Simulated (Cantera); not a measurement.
Charge: 1 mol Si, 2.8 mol SF6, 1.3 mol HF, equilibrated at 902 °C.

Cantera equilibrium calculation (NASA polynomials, part measured and part estimated; ideal gas, pure solids and liquids). Candidate condensed phases: S, Si; 39 gas species. The tables' values for SF3, SF5 are old estimates; treat these amounts as uncertain. Equilibrium is a limit: real reactors are often held back by kinetics, nucleation or transport.

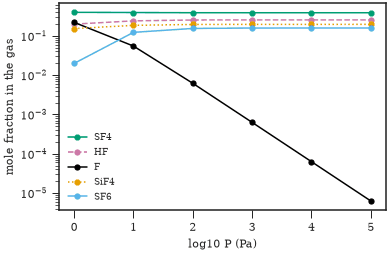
*Equilibrium gas composition (values under 1e-9 drawn at 1e-9)*

Problem. Read off the mole fractions at 10.0 Pa.

Solution. SF4 about 0.39, HF about 0.24, SiF4 about 0.19, SF6 about 0.12, F about 0.055.
